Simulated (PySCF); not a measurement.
TaCl (quintet)

```xyz
2

Ta    0.0000    0.0000   -0.3725
Cl    0.0000    0.0000    1.9275
```

Core potentials replace the inner electrons of Ta.

The calculation used PBE0/def2-TZVPP, non-relativistic Hamiltonian with scalar-relativistic core potentials where named, at a bond length of 2.300 Å in PySCF 2.14.0.

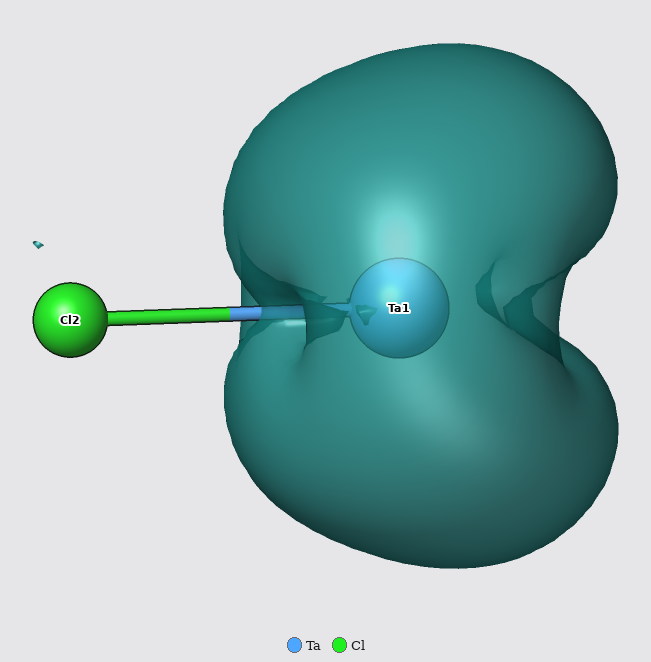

Figure 1. Isosurfaces of the spin density at +0.05 (teal) and −0.05 e/Å³ (pink), seen from one side.

> Which atoms carry the spin?

The unpaired spin (4 electrons) lies mostly on Ta1 (about 3.9) and Cl2 (about 0.1), in electrons by Hirshfeld's partition.

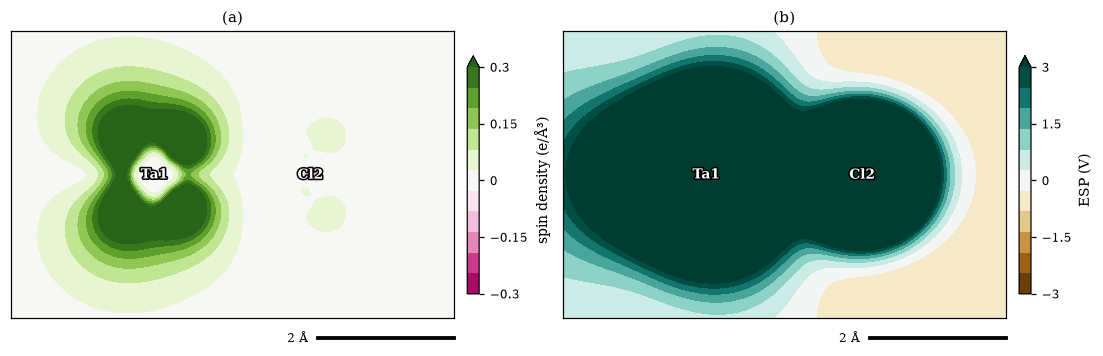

Figure 2. (a) spin density; (b) molecular electrostatic potential on a plane that holds the molecular axis.

> What do the fields say about this system?

- The section cuts through Ta and Cl sites.
- Outside the dense part of the molecule the potential is most negative (−0.8 V) near Cl2.

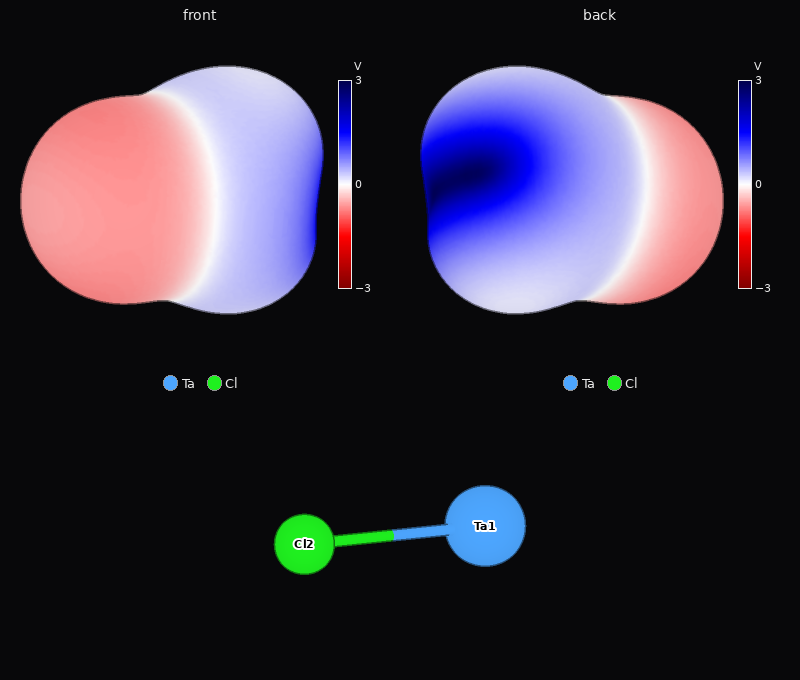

Figure 3. The molecular electrostatic potential painted on the density surface at 0.001 e/bohr³, seen from the front and from behind; red is negative and blue positive. The bare structure is drawn below in the same view.

> Where is the surface potential most negative and most positive?

The most negative region (about −0.7 V) lies over Cl2, the most positive (about +2.8 V) over Ta1.
